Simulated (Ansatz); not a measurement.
```xyz
3

Co    0.0004   -0.0017    0.0016
Cl    1.9473   -0.2147   -0.7247
Cl   -1.9477    0.2163    0.7231
```

Geometry: PBE0-D4/def2-TZVP.

Computed with UKS PBE0-D4/def2-TZVP (Ansatz 0.2.0).

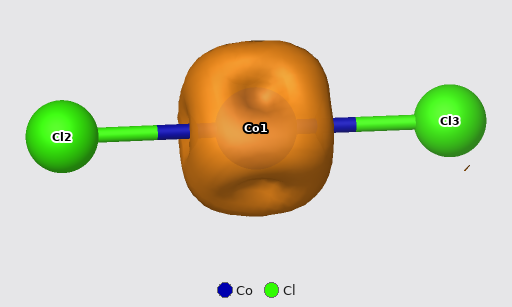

Cl2Co (quartet). Isosurface of the spin density at +0.1 e/Å³ (orange), seen from one side.

Which atoms carry the spin?

The unpaired spin (3 electrons) lies mostly on Co1 (about 2.7), Cl2 (about 0.2) and Cl3 (about 0.2), in electrons by Hirshfeld's partition.
